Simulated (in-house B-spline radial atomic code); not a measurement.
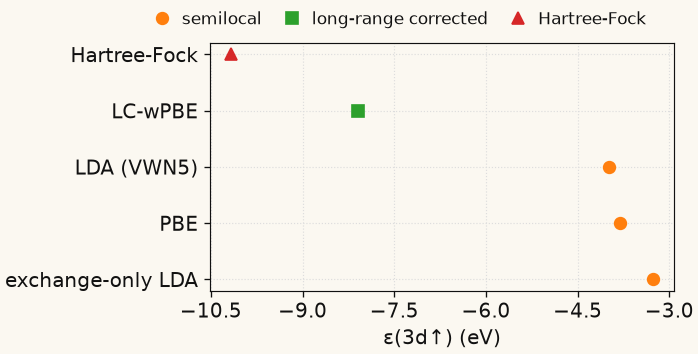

A free Cr atom in the configuration [Ar] 3d5 4s1 (high spin). All runs are non-relativistic, spin-polarised and spherical, computed with an in-house B-spline radial code. Hartree-Fock is the average over the configuration. The plot shows the eigenvalue (eV) of the 3d up orbital by 5 methods.

How much do the methods differ, and in which order?

Answer. The deepest is Hartree-Fock (−10.2) and the shallowest exchange-only LDA (−3.27), a spread of 6.90 eV. In order (eV): Hartree-Fock (−10.2), LC-wPBE (−8.09), LDA (VWN5) (−3.98), PBE (−3.81), exchange-only LDA (−3.27). On the whole, exact exchange removes self-interaction and deepens occupied levels.
